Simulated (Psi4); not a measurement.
# CH2FNOSi (SMILES O=C=N[SiH2]F): M06-L/cc-pVDZ

What is the vertical ionisation energy of CH2FNOSi at M06-L/cc-pVDZ? 

The calculation is run with Psi4 1.11.

2 further runs of the same task are left out: 2 set aside as unsound or not needed.

### 1 Starting point

CH2FNOSi: 7 atoms, total charge 0, spin state singlet. SMILES: `O=C=N[SiH2]F`. The coordinates come from a PBE0-D4/def2-TZVP relaxation. This is one conformer, not always the lowest.

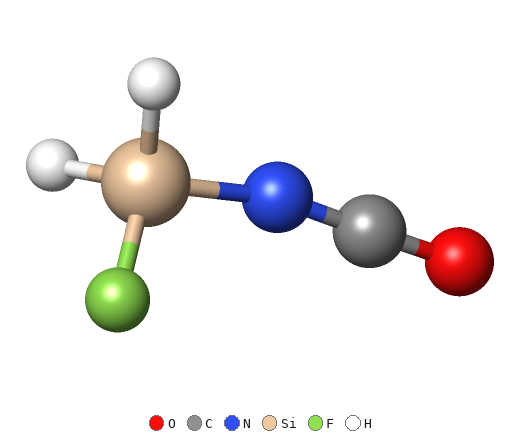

Viewed from a chosen angle; oxygen red, carbon grey, nitrogen blue, silicon light orange, fluorine green, hydrogen white.

### 2 Energy and forces at M06-L/cc-pVDZ

calc.dat

```
memory 2.2 GB

molecule {
  0 1
  O     -1.08432485    -5.49532357    -1.04312882
  C     -0.57995695    -3.43344340    -0.48395886
  N     -0.03590480    -1.33452459     0.14380816
  Si     0.40081091     1.82982181     0.35696926
  F     -0.79406292     3.15773235    -2.06169120
  H     -0.92653272     2.77846432     2.61689274
  H      3.13562256     2.36896067     0.38493721
  units bohr
  symmetry c1
  no_reorient
  no_com
}

set {
  basis                cc-pVDZ
  puream               true
  e_convergence        1e-09
  d_convergence        1e-08
  scf_type             pk
  dft_radial_points    99
  dft_spherical_points 590
}

e_tot, wfn = gradient('m06-l', return_wfn=True)
print_variables()
```

On the command line:

```
$ psi4 -n 1 calc.dat calc.out
```

calc.out:

```text
[...]
  Running in c1 symmetry.
[...]
  Nuclear repulsion =  204.922898997471236
[...]
  Multiplicity = 1
[...]
  Nalpha       = 23
  Nbeta        = 23
[...]
    Number of basis functions: 84
[...]
   @RKS iter   1:  -558.47524250949573   -2.79197e-01   9.08599e-03 DIIS/ADIIS
[...]
   @RKS iter  12:  -558.70186099209968   -2.27374e-12   6.76467e-09 DIIS
[...]
    Orbital Energies [Eh]
    ---------------------
    Doubly Occupied:
       1A    -65.922532     2A    -24.506612     3A    -19.032443
       4A    -14.202411     5A    -10.203289     6A     -5.324262
       7A     -3.636579     8A     -3.633351     9A     -3.630312
      10A     -1.182210    11A     -1.089968    12A     -0.913749
      13A     -0.605033    14A     -0.487482    15A     -0.465014
      16A     -0.443302    17A     -0.441731    18A     -0.414756
      19A     -0.411253    20A     -0.373721    21A     -0.335197
      22A     -0.293592    23A     -0.280443
[...]
  @RKS Final Energy:  -558.70186099209968
   => Energetics <=
    Nuclear Repulsion Energy =            204.9228989974712363
    One-Electron Energy =               -1177.5148727849787065
    Two-Electron Energy =                 467.0748100411355495
    DFT Exchange-Correlation Energy =     -53.1846972457278682
    Empirical Dispersion Energy =           0.0000000000000000
    VV10 Nonlocal Energy =                  0.0000000000000000
    Total Energy =                       -558.7018609920996823
[...]
 Multipole Moments:
 ------------------------------------------------------------------------------------
     Multipole            Electronic (a.u.)      Nuclear  (a.u.)        Total (a.u.)
 ------------------------------------------------------------------------------------
 L = 1.  Multiply by 2.5417464519 to convert [e a0] to [Debye]
 Dipole X            :         12.0266814          -11.7317978            0.2948836
 Dipole Y            :         15.0892276          -14.7203996            0.3688280
 Dipole Z            :         21.2684179          -20.7979478            0.4704701
 Magnitude           :                                                    0.6665827
[...]
  -Total Gradient:
     Atom            X                  Y                   Z
    ------   -----------------  -----------------  -----------------
       1        0.004882719636     0.020781366842     0.005251473833
       2        0.000471486439    -0.000993303422     0.001098713953
       3       -0.003479584473    -0.005467444987    -0.005589532351
       4       -0.015891340348     0.003129442639    -0.029393968236
       5        0.014652262633    -0.016580656725     0.029718254146
       6        0.000756285631    -0.000358328994    -0.001076830060
       7       -0.001315467478    -0.000147110425     0.000077639975
[...]
```

Wall time 89 s (1 thread of Intel Xeon Platinum 8259CL at 2.50GHz (Skylake/Cascade Lake), shared host); peak memory 1.4 GiB.

### 3 The doublet cation

input.dat

```
memory 2200 MB

molecule mol {
  1 2
  O     -0.573800    -2.908000    -0.552000
  C     -0.306900    -1.816900    -0.256100
  N     -0.019000    -0.706200     0.076100
  Si     0.212100     0.968300     0.188900
  F     -0.420200     1.671000    -1.091000
  H     -0.490300     1.470300     1.384800
  H      1.659300     1.253600     0.203700
  symmetry c1
  no_reorient
  no_com
}

set reference uks
set puream true
set e_convergence 1e-09
set d_convergence 1e-08
set scf_type pk
set dft_radial_points 99
set dft_spherical_points 590
set maxiter 100

gradient("m06-l/cc-pVDZ")
```

On the command line:

```
$ psi4 input.dat output.dat -n 1
```

output.dat, cut to the lines that bear on the results:

```text
[...]
  Running in c1 symmetry.
[...]
  Nuclear repulsion =  204.922898825379804
[...]
  Multiplicity = 2
[...]
  Nalpha       = 23
  Nbeta        = 22
[...]
    Number of basis functions: 84
[...]
   @UKS iter   1:  -558.11223221697162    8.38136e-02   8.00709e-03 ADIIS/DIIS
[...]
   @UKS iter  17:  -558.30498369677787   -3.41061e-13   4.91698e-09 DIIS
[...]
   @S^2 Observed:                7.583709770E-01
[...]
  @UKS Final Energy:  -558.30498369677787
   => Energetics <=
    Nuclear Repulsion Energy =            204.9228988253798036
    One-Electron Energy =               -1166.1165092395806369
    Two-Electron Energy =                 455.6747400285201479
    DFT Exchange-Correlation Energy =     -52.7861133110971679
    Empirical Dispersion Energy =           0.0000000000000000
    VV10 Nonlocal Energy =                  0.0000000000000000
    Total Energy =                       -558.3049836967778674
[...]
 Multipole Moments:
 ------------------------------------------------------------------------------------
     Multipole            Electronic (a.u.)      Nuclear  (a.u.)        Total (a.u.)
 ------------------------------------------------------------------------------------
 L = 1.  Multiply by 2.5417464519 to convert [e a0] to [Debye]
 Dipole X            :         12.0462510          -11.7317977            0.3144533
 Dipole Y            :         14.4329509          -14.7203996           -0.2874487
 Dipole Z            :         21.3756233          -20.7979478            0.5776755
 Magnitude           :                                                    0.7177859
[...]
  -Total Gradient:
     Atom            X                  Y                   Z
    ------   -----------------  -----------------  -----------------
       1       -0.000248812612    -0.000600165919    -0.000319724643
       2        0.012163074184     0.047152046907     0.013762774995
       3       -0.010737623965    -0.020174936254    -0.015930231314
       4       -0.002678840821    -0.021399614064    -0.001243434843
       5        0.008077645103    -0.009199040605     0.016447199230
       6        0.003296871392     0.001640960088    -0.009923711800
       7       -0.009797903307     0.003008882219    -0.002724878084
[...]
```

Run time: 2.1 min. Hardware: 1 thread of Intel Xeon Platinum 8259CL at 2.50GHz (Skylake/Cascade Lake), shared host; peak memory 1.4 GiB.

### 4 What came out

At M06-L/cc-pVDZ:

| quantity | value |
| --- | --- |
| singlet CH2FNOSi: total energy | -558.70186 Eh |
| singlet CH2FNOSi: dipole moment | 1.69 D |
| singlet CH2FNOSi: HOMO energy | -7.63 eV |
| singlet CH2FNOSi: LUMO energy | -0.43 eV |
| singlet CH2FNOSi: HOMO–LUMO gap | 7.21 eV |
| singlet CH2FNOSi: largest force on an atom | 1.905 eV/Å |
| doublet cation: total energy | -558.30498 Eh |
| doublet cation: HOMO energy (highest over α and β) | -14.93 eV |
| doublet cation: LUMO energy (lowest over α and β) | -13.91 eV |
| doublet cation: ⟨S²⟩ | 0.758 |
| doublet cation: largest force on an atom | 2.602 eV/Å |
| vertical ionisation energy (to the doublet cation) | 10.800 eV |

What this shows: The vertical ionisation energy comes to 10.80 eV (249 kcal/mol). The largest force (singlet CH2FNOSi) is 1.91 eV/Å: the shape isn't a stationary point for this species at this level. −ε(HOMO) before ionisation, 7.63 eV, is 3.17 eV below this ionisation energy.
